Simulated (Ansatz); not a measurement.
**Al2F4H2: density, localisation and related maps**

```xyz
8

Al   -2.0538    0.3393    0.2113
Al   -0.4755   -1.9118   -0.3659
F    -3.5103    0.3293   -0.5797
F    -1.7509   -1.3587    0.8256
F     0.9812   -1.9018    0.4249
F    -0.7783   -0.2138   -0.9803
H    -1.5752    1.4618    1.1806
H    -0.9541   -3.0342   -1.3354
```

Geometry: PBE0-D4/def2-SVP.

These are results of isolated molecule in a Gaussian basis; Kohn-Sham density functional theory, functional PBE0 (Ansatz 0.2.0), not measurements.

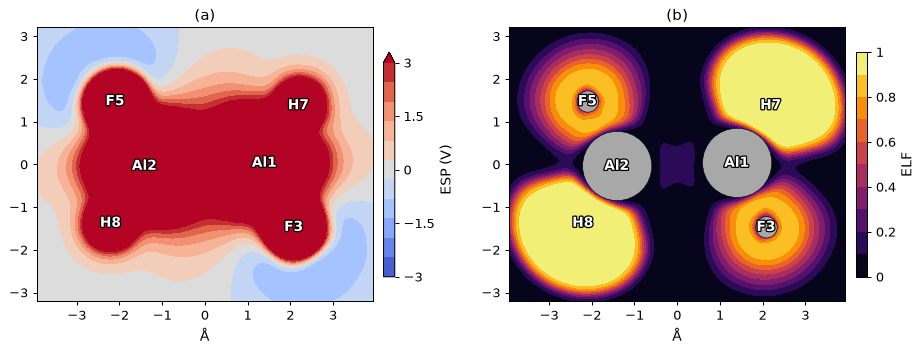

Figure 1. (a) electrostatic potential; (b) ELF on the plane of atoms F5, Al2 and H8. Grey discs cover the atomic cores in the ELF map.

What does the map show?

The section cuts through Al, F and H sites. Al–F (1.66 Å): the ELF peaks at about 0.85 in the valence shell of F, 0.6 Å from its nucleus, and is about 0.30 at the midpoint. Al–H (1.56 Å): the ELF climbs to about 1 towards the hydrogen. The ELF also peaks beside F3 and F5, away from the bonds: lone-pair regions. Outside the dense part of the molecule the potential is most negative (−1.3 V) near F3 and F5.

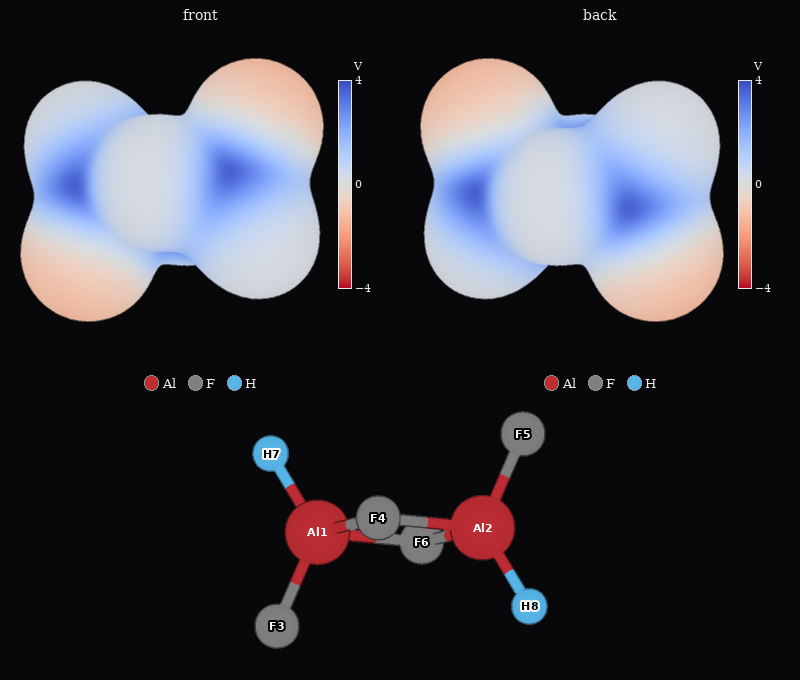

Figure 2. The molecular electrostatic potential painted on the density surface at 0.002 e/bohr³, seen from the front and from behind; the colour scale runs from red (negative) to blue (positive). The bare structure is drawn below in the same view.

Describe the electrostatic potential map.

The most negative region (about −1.2 V) lies over F3 and F5, the most positive (about +3.5 V) over Al1 and Al2.

What dipole moment does the calculation give?

Its dipole moment is zero.

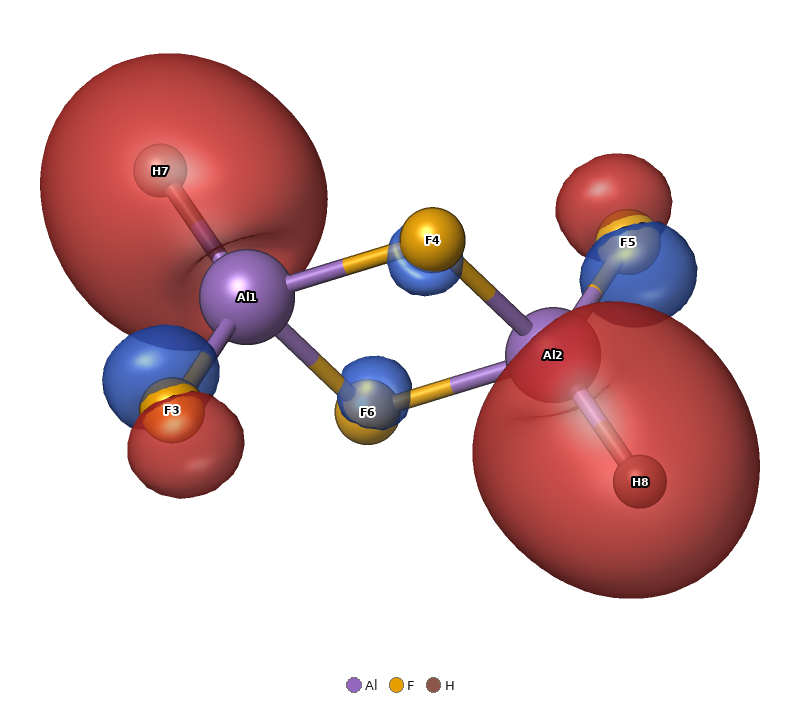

Figure 3. The HOMO−1 at ±0.1 Å⁻³ᐟ² (blue and red are the two phases), seen at an oblique angle.

Describe this orbital and give its energy.

It lies mainly on H7 (about 25 %), H8 (about 25 %), Al1 (about 20 %) and Al2 (about 20 %); it is gerade (even under inversion). Its energy is −10.33 eV.
